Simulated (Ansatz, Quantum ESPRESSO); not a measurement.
# Rh (Fm-3m): electron–phonon coupling with Quantum ESPRESSO, part 2 of 4

Each step names its level of theory.

So far. Step 2 (Relaxing cell and atoms): The largest force is now zero by symmetry and the largest stress component 0.0058 GPa. Step 3 (Second program, ground state): With these potentials, mesh and smearing the cell is at 0.78 GPa. The relaxed cell has a = 3.830 Å (conventional setting).

### Step 4. Second program, linear response: Fermi–Dirac smearing of 0.1 eV

Level of this step: DFT PBE, scalar-relativistic, plane waves, GBRV ultrasoft pseudopotentials (Quantum ESPRESSO).

ph.x gives each mode's frequency and linewidth; λ of a mode follows from Gaussian double-delta sums over the k mesh, here at four widths.

ph.in reads:

```
phonons and couplings
 &inputph
    prefix='x',
    outdir='./tmp',
    tr2_ph=1.0d-15,
    fildyn='x.dyn',
    fildvscf='dvscf',
    ldisp=.true.,
    nq1=3,
    nq2=3,
    nq3=3,
    electron_phonon='simple',
    el_ph_ngauss=0,
    el_ph_sigma=0.00734986,
    el_ph_nsigma=4,
    alpha_mix(1)=0.5,
    amass(1)=102.9055,
 /
```

Started as:

```bash
$ OMP_NUM_THREADS=1 mpirun -n 4 ph.x -nk 4 -in ph.in > ph.x.log
```

The log of the run:

```text
[banner, memory and clock lines left out]
Program PHONON v.7.5

     ./tmp/x.save/

     IMPORTANT: XC functional enforced from input :
     Exchange-correlation= PBE
                           (   1   4   3   4   0   0   0)
     Any further DFT definition will be discarded
     Please, verify this is what you really want

     G-vector sticks info

     negative rho (up, down):  5.920E-02 0.000E+00
     Reading collected, re-writing distributed wavefunctions in ./tmp/

     Dynamical matrices for ( 3, 3, 3)  uniform grid of q-points
     (   4 q-points):
       N         xq(1)         xq(2)         xq(3)
       1   0.000000000   0.000000000   0.000000000
       2   0.235702260   0.235702260  -0.235702260
       3   0.471404521   0.000000000  -0.000000000
       4  -0.000000000  -0.471404521   0.471404521

     Number and degeneracy of irreps per q-point
       N         xq(1)         xq(2)         xq(3)   N irreps
       1   0.000000000   0.000000000   0.000000000       1
        3
       2   0.235702260   0.235702260  -0.235702260       2
        1   2
       3   0.471404521   0.000000000  -0.000000000       2
        1   2
       4  -0.000000000  -0.471404521   0.471404521       3
     No degeneracy

     Saving dvscf to file. Distribute only q points, not irreducible representations.

     Calculation of q =    0.0000000   0.0000000   0.0000000

     phonons and couplings

     bravais-lattice index     =            0
     lattice parameter (alat)  =       5.1184  a.u.
     unit-cell volume          =      94.8198 (a.u.)^3
     number of atoms/cell      =            1
     number of atomic types    =            1
     kinetic-energy cut-off    =      45.0000  Ry
     charge density cut-off    =     360.0000  Ry
     convergence threshold     =      1.0E-15
     beta                      =       0.5000
     number of iterations used =            4
     Exchange-correlation= PBE
                           (   1   4   3   4   0   0   0)

     celldm(1)=    5.11844  celldm(2)=    0.00000  celldm(3)=    0.00000
     celldm(4)=    0.00000  celldm(5)=    0.00000  celldm(6)=    0.00000

     crystal axes: (cart. coord. in units of alat)
               a(1) = (  0.0000  0.7071  0.7071 )
               a(2) = (  0.7071  0.0000  0.7071 )
               a(3) = (  0.7071  0.7071  0.0000 )

     reciprocal axes: (cart. coord. in units 2 pi/alat)
               b(1) = ( -0.7071  0.7071  0.7071 )
               b(2) = (  0.7071 -0.7071  0.7071 )
               b(3) = (  0.7071  0.7071 -0.7071 )

     Atoms inside the unit cell:

     Cartesian axes

     site n.  atom      mass           positions (alat units)
        1  Rh    102.9055   tau(    1) = (    0.00000    0.00000    0.00000  )

     Computing dynamical matrix for
                    q = (   0.0000000   0.0000000   0.0000000 )

     49 Sym.Ops. (with q -> -q+G )

     G cutoff =  238.9015  (  10969 G-vectors)     FFT grid: ( 32, 32, 32)
     G cutoff =  119.4507  (   3839 G-vectors)  smooth grid: ( 24, 24, 24)

     number of k points=   120  Fermi-Dirac smearing, width (Ry)=  0.0073

     PseudoPot. # 1 for Rh read from file:
     ./pseudo/Rh.upf
     Pseudo is Ultrasoft + core correction, Zval = 15.0
     Using radial grid of  969 points,  7 beta functions with:
                l(1) =   0
                l(2) =   0
                l(3) =   1
                l(4) =   1
                l(5) =   2
                l(6) =   2
                l(7) =   2
     Q(r) pseudized with  8 coefficients,  rinner =    1.200   1.200   1.200
                                                       1.200   1.200

     Mode symmetry, O_h (m-3m)  point group:

     Atomic displacements:
     There are    1 irreducible representations

     Representation     1      3 modes -  To be done

     Alpha used in Ewald sum =   2.8000

     negative rho (up, down):  5.920E-02 0.000E+00

     Representation #   1 modes #   1   2   3

     Self-consistent Calculation

     Pert. #  1: Fermi energy shift (Ry) =     7.1086E-26     4.2318E-37
     Pert. #  2: Fermi energy shift (Ry) =    -1.5079E-26     1.3714E-37
     Pert. #  3: Fermi energy shift (Ry) =     9.9089E-26     1.7241E-37

      thresh= 1.000E-02 alpha_mix =  0.500 |ddv_scf|^2 =  5.638E-06

     Pert. #  1: Fermi energy shift (Ry) =     0.0000E+00    -6.6122E-39
     Pert. #  2: Fermi energy shift (Ry) =    -7.3240E-26    -2.9387E-39
     Pert. #  3: Fermi energy shift (Ry) =     1.2925E-26    -1.9592E-39

      thresh= 2.375E-04 alpha_mix =  0.500 |ddv_scf|^2 =  2.886E-07

     Pert. #  1: Fermi energy shift (Ry) =     1.2588E-25    -1.2857E-39
     Pert. #  2: Fermi energy shift (Ry) =     6.1729E-26     1.8367E-40
     Pert. #  3: Fermi energy shift (Ry) =     4.4294E-26    -1.2245E-40

      thresh= 5.372E-05 alpha_mix =  0.500 |ddv_scf|^2 =  2.816E-09

     Pert. #  1: Fermi energy shift (Ry) =    -1.6964E-26     3.8265E-41
     Pert. #  2: Fermi energy shift (Ry) =     9.6935E-27     9.9488E-41
     Pert. #  3: Fermi energy shift (Ry) =     4.1197E-26     1.5306E-41

      thresh= 5.306E-06 alpha_mix =  0.500 |ddv_scf|^2 =  2.605E-11

     Pert. #  1: Fermi energy shift (Ry) =    -6.7316E-27     6.2180E-42
     Pert. #  2: Fermi energy shift (Ry) =    -2.3897E-26     1.0284E-41
     Pert. #  3: Fermi energy shift (Ry) =    -9.5589E-27     9.5662E-43

      thresh= 5.104E-07 alpha_mix =  0.500 |ddv_scf|^2 =  1.036E-12

     Pert. #  1: Fermi energy shift (Ry) =     8.8857E-27     1.4349E-42
     Pert. #  2: Fermi energy shift (Ry) =    -1.6492E-26    -5.9789E-43
     Pert. #  3: Fermi energy shift (Ry) =     1.0636E-26     5.2614E-42

      thresh= 1.018E-07 alpha_mix =  0.500 |ddv_scf|^2 =  2.068E-14

     Pert. #  1: Fermi energy shift (Ry) =     1.8041E-26     1.1479E-41
     Pert. #  2: Fermi energy shift (Ry) =    -4.0188E-26    -1.4349E-42
     Pert. #  3: Fermi energy shift (Ry) =    -4.4429E-26    -3.8265E-42

      thresh= 1.438E-08 alpha_mix =  0.500 |ddv_scf|^2 =  3.714E-17

     End of self-consistent calculation

     Convergence has been achieved

     Number of q in the star =    1
     List of q in the star:
          1   0.000000000   0.000000000   0.000000000

     Diagonalizing the dynamical matrix

     q = (    0.000000000   0.000000000   0.000000000 )

 **************************************************************************
     freq (    1) =       0.105990 [THz] =       3.535430 [cm-1]
     freq (    2) =       0.105990 [THz] =       3.535430 [cm-1]
     freq (    3) =       0.105990 [THz] =       3.535430 [cm-1]
 **************************************************************************

     Mode symmetry, O_h (m-3m)  point group:

[...]
(   1   4   3   4   0   0   0)

     celldm(1)=   5.118445  celldm(2)=   0.000000  celldm(3)=   0.000000
     celldm(4)=   0.000000  celldm(5)=   0.000000  celldm(6)=   0.000000

     crystal axes: (cart. coord. in units of alat)
               a(1) = (   0.000000   0.707107   0.707107 )
               a(2) = (   0.707107   0.000000   0.707107 )
               a(3) = (   0.707107   0.707107   0.000000 )

     reciprocal axes: (cart. coord. in units 2 pi/alat)
               b(1) = ( -0.707107  0.707107  0.707107 )
               b(2) = (  0.707107 -0.707107  0.707107 )
               b(3) = (  0.707107  0.707107 -0.707107 )

     PseudoPot. # 1 for Rh read from file:
     ./pseudo/Rh.upf
     Pseudo is Ultrasoft + core correction, Zval = 15.0
     Using radial grid of  969 points,  7 beta functions with:
[...]
l(7) =   2
     Q(r) pseudized with  8 coefficients,  rinner =    1.200   1.200   1.200
                                                       1.200   1.200

     atomic species   valence    mass     pseudopotential
     Rh               15.00   102.90550     Rh( 1.00)

     48 Sym. Ops., with inversion, found

   Cartesian axes

     site n.     atom                  positions (alat units)
         1        Rh     tau(   1) = (   0.0000000   0.0000000   0.0000000  )

     number of k points=  1920  Fermi-Dirac smearing, width (Ry)=  0.0073

     Number of k-points >= 100: set verbosity='high' to print them.

     Dense  grid:    10969 G-vectors     FFT dimensions: (  32,  32,  32)

     Smooth grid:     3839 G-vectors     FFT dimensions: (  24,  24,  24)

     The potential is recalculated from file :
     ./tmp/_ph0/x.q_4/x.save/charge-density

     negative rho (up, down):  5.920E-02 0.000E+00
     Starting wfcs are   12 atomic +    3 random wfcs

     Band Structure Calculation
     Davidson diagonalization with overlap

     ethr =  6.67E-11,  avg # of iterations = 14.7

     End of band structure calculation

     Number of k-points >= 100: set verbosity='high' to print the bands.

     the Fermi energy is    20.7872 ev

     Writing config to output data dir ./tmp/_ph0/x.q_4/x.save/ :
     XML data file

     phonons and couplings

     bravais-lattice index     =            0
     lattice parameter (alat)  =       5.1184  a.u.
     unit-cell volume          =      94.8198 (a.u.)^3
     number of atoms/cell      =            1
     number of atomic types    =            1
     kinetic-energy cut-off    =      45.0000  Ry
     charge density cut-off    =     360.0000  Ry
     convergence threshold     =      1.0E-15
     beta                      =       0.5000
     number of iterations used =            4
     Exchange-correlation= PBE
                           (   1   4   3   4   0   0   0)

     celldm(1)=    5.11844  celldm(2)=    0.00000  celldm(3)=    0.00000
     celldm(4)=    0.00000  celldm(5)=    0.00000  celldm(6)=    0.00000

     crystal axes: (cart. coord. in units of alat)
               a(1) = (  0.0000  0.7071  0.7071 )
               a(2) = (  0.7071  0.0000  0.7071 )
               a(3) = (  0.7071  0.7071  0.0000 )

     reciprocal axes: (cart. coord. in units 2 pi/alat)
               b(1) = ( -0.7071  0.7071  0.7071 )
               b(2) = (  0.7071 -0.7071  0.7071 )
               b(3) = (  0.7071  0.7071 -0.7071 )

     Atoms inside the unit cell:

     Cartesian axes

     site n.  atom      mass           positions (alat units)
        1  Rh    102.9055   tau(    1) = (    0.00000    0.00000    0.00000  )

     Computing dynamical matrix for
                    q = (  -0.0000000  -0.4714045   0.4714045 )

      4 Sym.Ops. (no q -> -q+G )

     G cutoff =  238.9015  (  10969 G-vectors)     FFT grid: ( 32, 32, 32)
     G cutoff =  119.4507  (   3839 G-vectors)  smooth grid: ( 24, 24, 24)

     number of k points=  1920  Fermi-Dirac smearing, width (Ry)=  0.0073

     PseudoPot. # 1 for Rh read from file:
     ./pseudo/Rh.upf
     Pseudo is Ultrasoft + core correction, Zval = 15.0
     Using radial grid of  969 points,  7 beta functions with:
                l(1) =   0
                l(2) =   0
                l(3) =   1
                l(4) =   1
                l(5) =   2
                l(6) =   2
                l(7) =   2
     Q(r) pseudized with  8 coefficients,  rinner =    1.200   1.200   1.200
                                                       1.200   1.200

     Mode symmetry, C_2v (mm2)  point group:

     Atomic displacements:
     There are    3 irreducible representations

     Representation     1      1 modes -  To be done

     Representation     2      1 modes -  To be done

     Representation     3      1 modes -  To be done

     Alpha used in Ewald sum =   2.8000

     negative rho (up, down):  5.920E-02 0.000E+00

     Representation #   1 mode #   1

     Self-consistent Calculation

[...]
End of self-consistent calculation

     Convergence has been achieved

     Representation #   2 mode #   2

     Self-consistent Calculation

[...]
End of self-consistent calculation

     Convergence has been achieved

     Representation #   3 mode #   3

     Self-consistent Calculation

[...]
thresh= 2.188E-03 alpha_mix =  0.500 |ddv_scf|^2 =  1.621E-05

      thresh= 4.026E-04 alpha_mix =  0.500 |ddv_scf|^2 =  1.189E-07

      thresh= 3.448E-05 alpha_mix =  0.500 |ddv_scf|^2 =  4.411E-09

      thresh= 6.641E-06 alpha_mix =  0.500 |ddv_scf|^2 =  2.512E-11

      thresh= 5.012E-07 alpha_mix =  0.500 |ddv_scf|^2 =  2.293E-12

      thresh= 1.514E-07 alpha_mix =  0.500 |ddv_scf|^2 =  4.837E-14

      thresh= 2.199E-08 alpha_mix =  0.500 |ddv_scf|^2 =  3.461E-15

      thresh= 5.883E-09 alpha_mix =  0.500 |ddv_scf|^2 =  1.138E-16

     End of self-consistent calculation

     Convergence has been achieved

     Number of q in the star =   12
     List of q in the star:
[...]
5  -0.471404521   0.471404521   0.000000000
          6   0.471404521  -0.471404521   0.000000000
          7  -0.471404521  -0.471404521  -0.000000000
          8   0.000000000   0.471404521  -0.471404521
          9   0.471404521  -0.000000000  -0.471404521
         10   0.471404521  -0.000000000   0.471404521
         11  -0.471404521   0.000000000  -0.471404521
         12  -0.471404521  -0.000000000   0.471404521

     Diagonalizing the dynamical matrix

     q = (   -0.000000000  -0.471404521   0.471404521 )

 **************************************************************************
     freq (    1) =       4.370228 [THz] =     145.775131 [cm-1]
     freq (    2) =       5.564867 [THz] =     185.623980 [cm-1]
     freq (    3) =       5.682056 [THz] =     189.532978 [cm-1]
 **************************************************************************

     Mode symmetry, C_2v (mm2)  point group:

     freq (   1-   1) =        145.8  [cm-1]   --> B_1  D_3  S_3
     freq (   2-   2) =        185.6  [cm-1]   --> B_2  D_4  S_4
     freq (   3-   3) =        189.5  [cm-1]   --> A_1  D_1  S_1

     Gaussian Broadening:   0.007 Ry, ngauss=   0
     DOS =  9.701945 states/spin/Ry/Unit Cell at Ef= 20.813047 eV
     double delta at Ef =174.799024
[...]
Gaussian Broadening:   0.015 Ry, ngauss=   0
     DOS =  9.173485 states/spin/Ry/Unit Cell at Ef= 20.793959 eV
     double delta at Ef =187.416697
[...]
lambda(    2)=  0.1934   gamma=   52.47 GHz
     lambda(    3)=  0.3035   gamma=   85.84 GHz

     Gaussian Broadening:   0.022 Ry, ngauss=   0
     DOS =  9.492675 states/spin/Ry/Unit Cell at Ef= 20.778635 eV
     double delta at Ef =203.234415
     lambda(    1)=  0.2654   gamma=   45.94 GHz
     lambda(    2)=  0.2028   gamma=   56.94 GHz
     lambda(    3)=  0.2770   gamma=   81.07 GHz

     Gaussian Broadening:   0.029 Ry, ngauss=   0
     DOS =  9.823809 states/spin/Ry/Unit Cell at Ef= 20.766688 eV
     double delta at Ef =213.397291
     lambda(    1)=  0.2628   gamma=   47.09 GHz
     lambda(    2)=  0.2088   gamma=   60.65 GHz
     lambda(    3)=  0.2661   gamma=   80.59 GHz
```

Wall time 9.9 min (4 MPI ranks of Arm Neoverse V1, shared host); 40 min of CPU time.

Numbers from this step:

- highest frequency, solved or plainly interpolated: 219.0 cm⁻¹
- omega log against width: 20.3, 19.91, 19.84, 19.84 meV, at widths 0.1 to 0.4 eV

As ph.x prints them, no sum rule imposed; at the zone centre the sum is no linewidth. Double-delta sums:

| q1 | q2 | q3 | star | mode | omega (meV) | lambda_q, sigma 0.1 eV | lambda_q, sigma 0.2 eV | lambda_q, sigma 0.3 eV | lambda_q, sigma 0.4 eV | half width at sigma 0.2 (meV) |
| --- | --- | --- | --- | --- | --- | --- | --- | --- | --- | --- |
| 0 | 0 | 0 | 1 | 1 | 0.4383 | 0 | 0 | 0 | 0 | 8.27e-5 |
| 0 | 0 | 0 | 1 | 2 | 0.4383 | 0 | 0 | 0 | 0 | 8.27e-5 |
| 0 | 0 | 0 | 1 | 3 | 0.4383 | 0 | 0 | 0 | 0 | 8.27e-5 |
| 0 | 0 | 0.3333 | 8 | 1 | 14.08 | 0.2248 | 0.1871 | 0.1811 | 0.1777 | 0.07849 |
| 0 | 0 | 0.3333 | 8 | 2 | 14.08 | 0.2248 | 0.1871 | 0.1811 | 0.1777 | 0.07849 |
| 0 | 0 | 0.3333 | 8 | 3 | 27.1 | 0.1217 | 0.1072 | 0.0952 | 0.0874 | 0.1668 |
| 0 | 0.3333 | 0.3333 | 6 | 1 | 19.25 | 0.0711 | 0.1061 | 0.1236 | 0.1288 | 0.08333 |
| 0 | 0.3333 | 0.3333 | 6 | 2 | 19.25 | 0.0711 | 0.1061 | 0.1236 | 0.1288 | 0.08333 |
| 0 | 0.3333 | 0.3333 | 6 | 3 | 27.15 | 0.1195 | 0.0848 | 0.0915 | 0.0969 | 0.1324 |
| 0 | 0.3333 | -0.3333 | 12 | 1 | 18.07 | 0.1205 | 0.2413 | 0.2654 | 0.2628 | 0.167 |
| 0 | 0.3333 | -0.3333 | 12 | 2 | 23.01 | 0.1762 | 0.1934 | 0.2028 | 0.2088 | 0.217 |
| 0 | 0.3333 | -0.3333 | 12 | 3 | 23.5 | 0.4392 | 0.3035 | 0.277 | 0.2661 | 0.355 |

Mean over the q mesh without its centre; few wavevectors enter, so none of the widths can be taken as converged. Coupling constant λ, lambda against Gaussian width:

| Gaussian width (eV) | coupling constant λ, lambda |
| --- | --- |
| 0.100 | 0.576 |
| 0.200 | 0.557 |
| 0.300 | 0.563 |
| 0.400 | 0.558 |

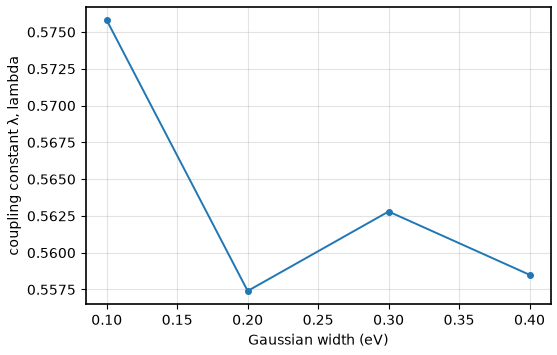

Coupling constant λ, lambda, plotted against Gaussian width.

λ runs from 0.576 at 0.1 eV to 0.558 at 0.4 eV.

[end of part 2 of 4]

[Logs are printed without paths, hosts, clocks, repeated set-up lines and the standing remarks that a program may print on its own settings, such as how far it seeks lower states.]

[Hosts, paths, dates, database ids (printed as entryN), source tags and the programs' standing remarks are cut or masked in the printed files.]
